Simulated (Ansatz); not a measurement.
Si₄NH₁₃O₄: several calculations on one system

**1. Relaxation**

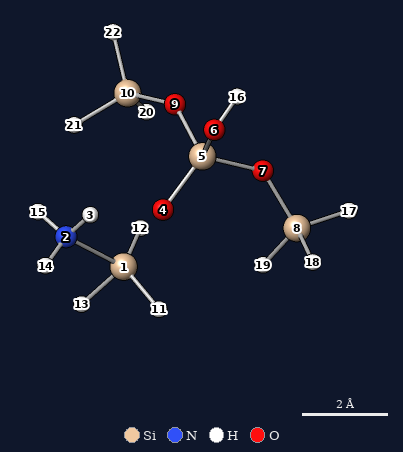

Si4NH13O4 (started from a transition state, displaced along its imaginary mode), before the relaxation. Style: ball-and-stick. Shown face on.

Theory: RKS PBE0-D4/def2-TZVP (Ansatz).

The input:
```yaml
crystal:
  periodic: [false, false, false]
  atoms:
    - {symbol: Si, position_ang: [-1.973433, 0.093018, -0.637617]}
    - {symbol: N, position_ang: [-2.250381, 1.293295, 0.832406]}
    - {symbol: H, position_ang: [-1.573453, 0.946488, 1.352135]}
    - {symbol: O, position_ang: [-0.511852, -0.338913, 0.785082]}
    - {symbol: Si, position_ang: [1.048661, -0.478709, 0.890261]}
    - {symbol: O, position_ang: [1.539335, -0.773906, 2.428091]}
    - {symbol: O, position_ang: [1.615542, -1.658535, -0.096009]}
    - {symbol: Si, position_ang: [0.958785, -2.900461, -0.920389]}
    - {symbol: O, position_ang: [1.846599, 0.891297, 0.413405]}
    - {symbol: Si, position_ang: [1.611120, 2.238044, -0.455280]}
    - {symbol: H, position_ang: [-2.456695, -1.268002, -0.351196]}
    - {symbol: H, position_ang: [-0.863028, 0.480621, -1.527556]}
    - {symbol: H, position_ang: [-3.153453, 0.667280, -1.411937]}
    - {symbol: H, position_ang: [-3.151128, 1.219212, 1.293205]}
    - {symbol: H, position_ang: [-2.046968, 2.260627, 0.609934]}
    - {symbol: H, position_ang: [2.484997, -0.848148, 2.566138]}
    - {symbol: H, position_ang: [2.050323, -3.551197, -1.687429]}
    - {symbol: H, position_ang: [0.335579, -3.905353, -0.018675]}
    - {symbol: H, position_ang: [-0.081366, -2.437198, -1.883837]}
    - {symbol: H, position_ang: [1.651885, 1.980364, -1.923067]}
    - {symbol: H, position_ang: [0.272445, 2.843130, -0.151243]}
    - {symbol: H, position_ang: [2.646486, 3.246946, -0.106623]}
basis:
  gaussian: {orbitals: def2-TZVP}
hamiltonian: {xc: pbe0, dispersion: d4}
relax: {f_tol: 0.005, max_steps: 200}
```

Command:
```bash
ansatz run in.yaml --threads 4 --pin off --events-out ev --progress --plain --max-ram 66560MiB --backend cuda --devices 0, --max-vram 37GiB
```

Q: Predict the outcome.

A: H12 moves most after the best rigid fit: 2.92 Å. By element the largest moves are H 2.92 Å, N 1.40 Å, O 1.29 Å, Si 0.95 Å. Among the contacts that change: Si1–N2 1.918 → 3.221 Å, Si1–O4 2.085 → 1.636 Å, Si1–Si5 3.434 → 3.124 Å, N2–H3 0.921 → 1.014 Å. New bonds form, among them: Si1–O4 (2.08 → 1.64 Å). Bonds break, among them: Si1–N2 (1.92 → 3.22 Å). Bond angles that change, for instance: H11–Si1–H12 127.4° → 108.3°, H11–Si1–H13 101.1° → 110.1°, H12–Si1–H13 100.2° → 108.8°. Groups turn about O9–Si10 by about 70°, Si5–O7 by about 65°, Si5–O6 by about 65°. Over 143 accepted moves (153 points after the start) the energy falls by 149.7 kJ/mol. Largest force component: 4.4 eV/Å at the start, 0.0032 eV/Å at the end. The line search rejected the trial steps at points 32, 44, 74, 87, 103, 119, 126, 127 and more of the run. The forces were under the threshold at step 54, but the run went on from there.

Final geometry:

```xyz
22

Si   -2.4525   -0.2733   -0.4873
N    -1.1836    1.9481    1.4696
H    -0.8905    1.3370    2.2241
O    -0.9134   -0.8011   -0.3184
Si    0.5098   -0.6556    0.4267
O     0.3300   -0.5486    2.0482
O     1.3802   -1.9946    0.1395
Si    1.8955   -2.9432   -1.0935
O     1.3200    0.6186   -0.1399
Si    1.1970    2.0983   -0.8249
H    -3.1280   -0.1508    0.8303
H    -3.1665   -1.3047   -1.2837
H    -2.5124    1.0178   -1.2125
H    -2.1673    2.1486    1.5981
H    -0.6828    2.8218    1.5751
H     0.7175   -1.2663    2.5505
H     3.1353   -3.6299   -0.6557
H     0.8606   -3.9563   -1.4212
H     2.1783   -2.1235   -2.3000
H     2.3500    2.2528   -1.7484
H    -0.0651    2.2464   -1.5887
H     1.2879    3.1587    0.2121
```

After the run, drawn alike:

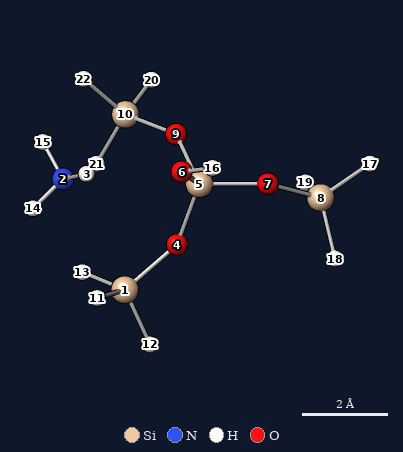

**2. Relaxation**

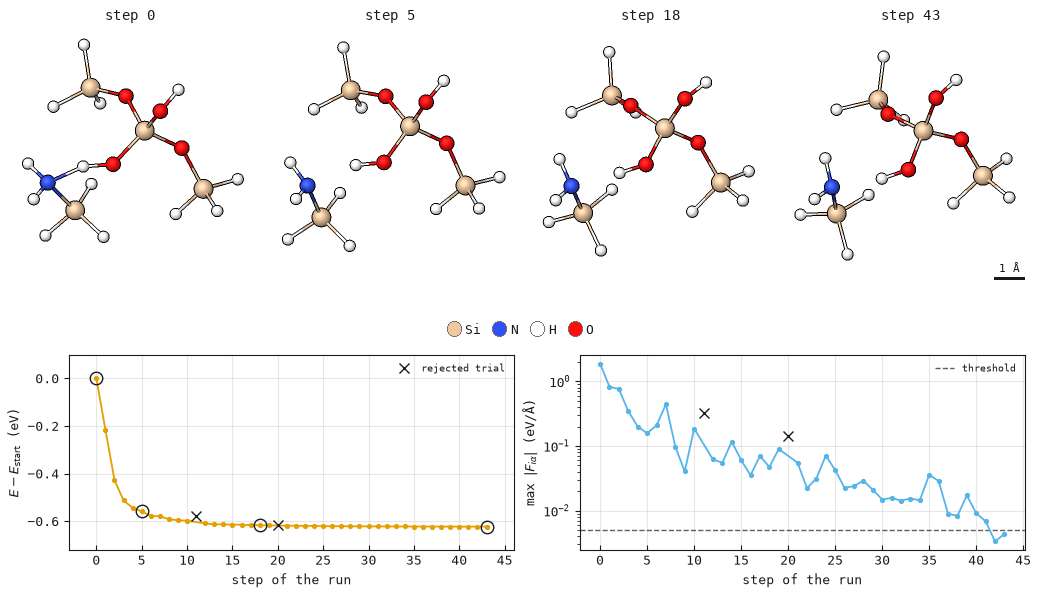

Frames of a relaxation of Si₄NH₁₃O₄ (started from a transition state, displaced along its imaginary mode), marked on the history of the run. Style: ball-and-stick. Shown face on.

Theory: Ansatz 0.2.0, RKS PBE0-D4/def2-TZVP. (force threshold 0.005 eV/Å; at most 200 steps)

Question: What happens along the run?

Answer: Over 41 accepted moves (43 points after the start) the energy falls by 0.622 eV. Largest force component: 1.9 eV/Å at the start, 0.0044 eV/Å at the end. The line search rejected the trial steps at points 11, 20 of the run. The largest move after the best rigid fit is that of an H atom, 1.45 Å. Largest moves by element: H 1.45 Å, O 0.93 Å, Si 0.67 Å, N 0.22 Å. Some distances before and after: O–Si 2.475 → 3.717 Å, H–Si 2.162 → 2.893 Å, H–N 1.364 → 1.844 Å, N–Si 1.799 → 1.743 Å. Among the angles between lasting bonds that change: H–O–Si 137.7° → 116.2°, N–Si–H 104.9° → 114.4°, H–Si–H 116.1° → 110.7°. Groups turn about O–Si by about 110°, O–Si by about 105°, O–Si by about 40°. The run took about 140 s of wall time on a shared GPU. From step 0 to 5: H atoms move most (0.65 Å), energy −0.559 eV. From step 5 to 18: O and H atoms move most (0.66 Å), energy −0.058 eV. From step 18 to 43: an H atom moves most (0.53 Å), energy −0.006 eV.

| step | E − E(0), eV | largest force component, eV/Å | note |
| --- | --- | --- | --- |
| 0 | 0.0000 | 1.8843 |  |
| 1 | -0.2156 | 0.8274 |  |
| 2 | -0.4266 | 0.7626 |  |
| 3 | -0.5126 | 0.3457 |  |
| 4 | -0.5431 | 0.2000 |  |
| 5 | -0.5588 | 0.1577 |  |
| 6 | -0.5771 | 0.2082 |  |
| 7 | -0.5794 | 0.4435 |  |
| 8 | -0.5911 | 0.0980 |  |
| 9 | -0.5956 | 0.0404 |  |
| 10 | -0.5975 | 0.1864 |  |
| 12 | -0.6092 | 0.0622 |  |
| 13 | -0.6123 | 0.0552 |  |
| 15 | -0.6139 | 0.0607 |  |
| 17 | -0.6156 | 0.0702 |  |
| 19 | -0.6169 | 0.0900 |  |
| 20 | -0.6157 | 0.1414 | rejected |
| 22 | -0.6188 | 0.0223 |  |
| 24 | -0.6194 | 0.0711 |  |
| 26 | -0.6204 | 0.0225 |  |
| 27 | -0.6206 | 0.0240 |  |
| 29 | -0.6211 | 0.0210 |  |
| 31 | -0.6215 | 0.0157 |  |
| 33 | -0.6216 | 0.0154 |  |
| 34 | -0.6218 | 0.0145 |  |
| 36 | -0.6220 | 0.0287 |  |
| 38 | -0.6222 | 0.0083 |  |
| 40 | -0.6223 | 0.0091 |  |
| 41 | -0.6223 | 0.0068 |  |
| 43 | -0.6224 | 0.0044 |  |

**3. Reaction**

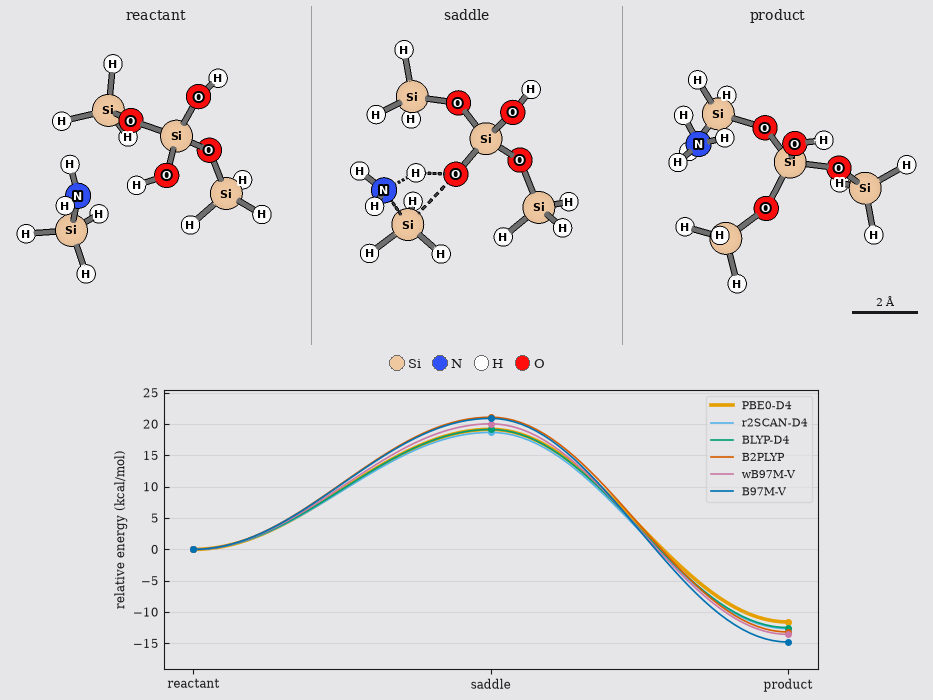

A reaction step of Si4NH13O4, with its energy diagram. Style: ball-and-stick. Shown at a tilt. Dashed sticks mark bonds that form or break.

Stationary points at PBE0-D4/def2-TZVP, single-point energies with PBE0-D4, r2SCAN-D4, BLYP-D4, B2PLYP, wB97M-V, B97M-V (def2-TZVPP where no basis is named; Ansatz 0.2.0). The energies are electronic, without zero-point or thermal terms, and both ends are the relaxed geometries reached downhill from the saddle, with any fragments still in contact.

> What happens, and what does it cost?

Counted by bonded pieces, the reactant holds SiH₅N + Si₃H₈O₄ and the product holds NH₃ + Si₄H₁₀O₄. From the reactant over the saddle to the product, bonds form: O–Si (3.72 → 2.28 → 1.64 Å), H–N (1.84 → 1.13 → 1.01 Å). Bonds break: N–Si (1.74 → 1.85 → 3.22 Å), H–O (0.98 → 1.39 → 3.32 Å). The saddle has one imaginary mode, 452i cm⁻¹. With PBE0-D4 the barrier is 19.2 kcal/mol from the reactant and 30.7 kcal/mol from the product, and the product lies 11.6 kcal/mol below the reactant.

```csv
level,barrier from the reactant (kcal/mol),barrier from the product (kcal/mol),the product less the reactant (kcal/mol)
PBE0-D4,19.2,30.7,−11.6
r2SCAN-D4,18.7,31.3,−12.7
BLYP-D4,19.1,31.6,−12.5
B2PLYP,21.1,34.3,−13.2
wB97M-V,20.0,33.6,−13.6
B97M-V,20.9,35.7,−14.8
```

**4. Reaction**

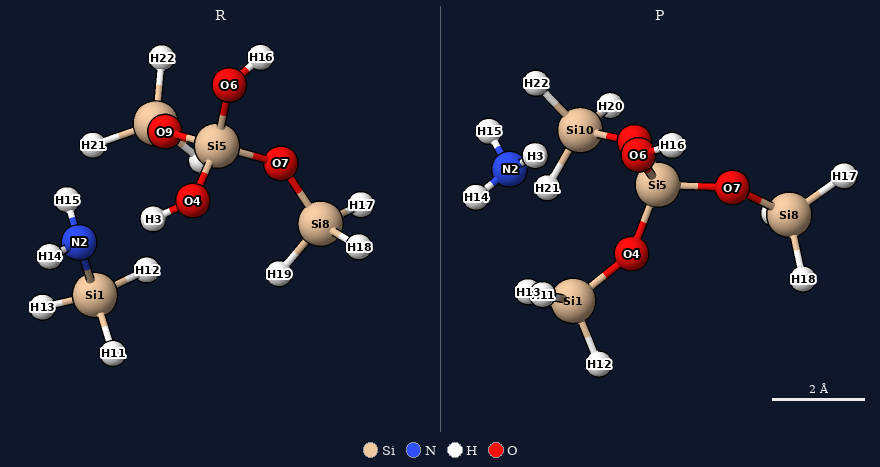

Reactant (R) and product (P) of one elementary step of Si4NH13O4. The picture is a ball-and-stick view, seen at a tilt.

Stationary points at PBE0-D4/def2-TZVP, single-point energies with wB97X-V (def2-TZVPP where no basis is named; Ansatz 0.2.0). The energies are electronic, without zero-point or thermal terms, and both ends are the relaxed geometries reached downhill from the saddle, with any fragments still in contact.

Predict the saddle point between them and the barrier.

Answer. Counted by bonded pieces, R holds SiH₅N + Si₃H₈O₄ and P holds NH₃ + Si₄H₁₀O₄. From R over the saddle to P, bonds form: Si1–O4 (3.72 → 2.28 → 1.64 Å), N2–H3 (1.84 → 1.13 → 1.01 Å). Bonds break: Si1–N2 (1.74 → 1.85 → 3.22 Å), H3–O4 (0.98 → 1.39 → 3.32 Å). The saddle has one imaginary mode, 452i cm⁻¹. With wB97X-V the barrier is 20.7 kcal/mol from R and 33.9 kcal/mol from P, and P lies 13.2 kcal/mol below R.

The saddle point in the same view, with dashed sticks for the bonds that form or break:

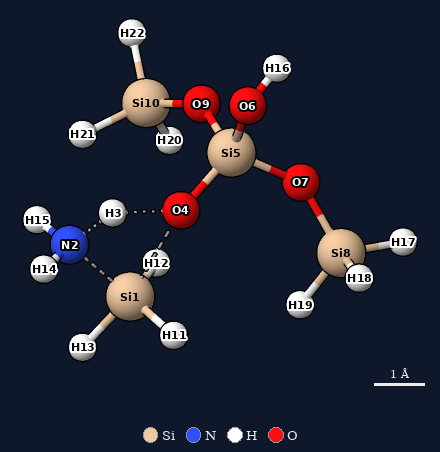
